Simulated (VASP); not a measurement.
Band structure of Hg$_{2}$SeS (space group P-4m2). All values below come from LDA (Ceperley-Alder, Perdew-Zunger) with spin-orbit coupling, VASP's LDA PAW potentials (set 64) (plane waves; VASP).

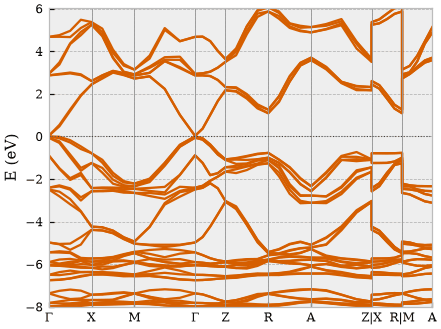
Figure. Bands along high-symmetry lines, zero at the valence-band maximum or, without a gap, the Fermi level

Task: Read the plot: is there a gap, and where are the band edges?

Result: The gap is direct, 0.02 eV, from the valence maximum at Γ to the conduction minimum at Γ.

The structure comes from a computed database's Hg2SeS entry (P-4m2); how it stands against other phases isn't given here. It was relaxed first, which changed the volume by -5 %.
